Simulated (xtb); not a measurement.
# C4H13NSi (SMILES C[SiH2]CCCN): GFN2-xTB

We compute a structure relaxation of C4H13NSi. 

The calculation is run with xtb 6.7.1.

3 further runs of the same task are left out: 3 set aside as unsound or not needed.

## (1) The structure to begin with

The species is C4H13NSi (19 atoms), meant as a singlet with charge 0. SMILES: `C[SiH2]CCCN`. The coordinates come from a GFN2-xTB relaxation. This is one conformer, not always the lowest. The run starts from this shape.

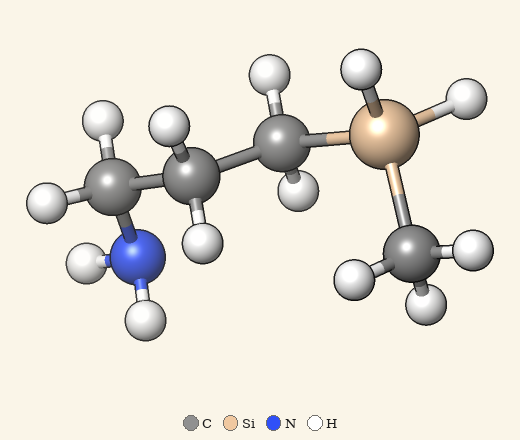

The structure, seen from a chosen angle (carbon grey, silicon light orange, nitrogen blue, hydrogen white).

## (2) A structure relaxation at GFN2-xTB

File .CHRG:

```
0
```

File .UHF:

```
0
```

File geom.xyz:

```xyz
19

C      1.092470    -2.219970    -1.255470
Si     1.931620    -0.643550    -0.607310
C      0.625090     0.666430    -0.165200
C     -0.332640     0.231640     0.939870
C     -1.408100     1.285490     1.204910
N     -2.215960     1.488940     0.012380
H      0.455810    -2.007410    -2.110050
H      0.475350    -2.687190    -0.492930
H      1.829890    -2.952440    -1.570040
H      2.726400    -0.977760     0.584930
H      2.823790    -0.101290    -1.641120
H      0.029880     0.925140    -1.041960
H      1.122270     1.586190     0.147810
H     -0.823520    -0.702680     0.657150
H      0.219010     0.051980     1.864960
H     -2.004880     0.977890     2.082840
H     -0.930800     2.240760     1.443680
H     -2.702110     0.631030    -0.228330
H     -2.913590     2.206800     0.173860
```

Started as:

```
$ xtb geom.xyz --gfn 2 --opt vtight > run.log
```

**Question.** What will come out? Wanted: total energy at the end; dipole moment; HOMO energy; LUMO energy; HOMO–LUMO gap; dispersion energy; mean polarisability.

Answer, from the run:

Level: GFN2-xTB.

| quantity | value |
| --- | --- |
| total energy at the end | -19.81859 Eh |
| dipole moment | 1.65 D |
| HOMO energy | -9.85 eV |
| LUMO energy | -4.30 eV |
| HOMO–LUMO gap | 5.55 eV |
| dispersion energy | -30.45 kJ/mol |
| mean polarisability (D4 model) | 88.5 bohr³ |

At the final geometry: Some bond lengths: C1–Si2 1.900 Å, Si2–C3 1.902 Å, C3–C4 1.526 Å, C4–C5 1.529 Å, C5–N6 1.455 Å, C1–H7 1.087 Å, C1–H8 1.086 Å, C1–H9 1.086 Å, Si2–H10 1.471 Å, Si2–H11 1.469 Å, C3–H12 1.091 Å, C3–H13 1.091 Å, C4–H14 1.093 Å, C4–H15 1.092 Å, C5–H16 1.105 Å, C5–H17 1.094 Å. Some angles: C1–Si2–C3 110.2°, Si2–C3–C4 113.9°, C3–C4–C5 111.7°, C4–C5–N6 110.1°, C1–Si2–H10 109.1°, C1–Si2–H11 109.6°, C3–Si2–H10 110.0°, C3–Si2–H11 109.0°, Si2–C1–H7 111.4°, Si2–C1–H8 111.6°. The optimisation took 11 steps and changed the energy by -0.000 eV. Mulliken charges run from -0.34 on N6 to +0.45 on Si2.
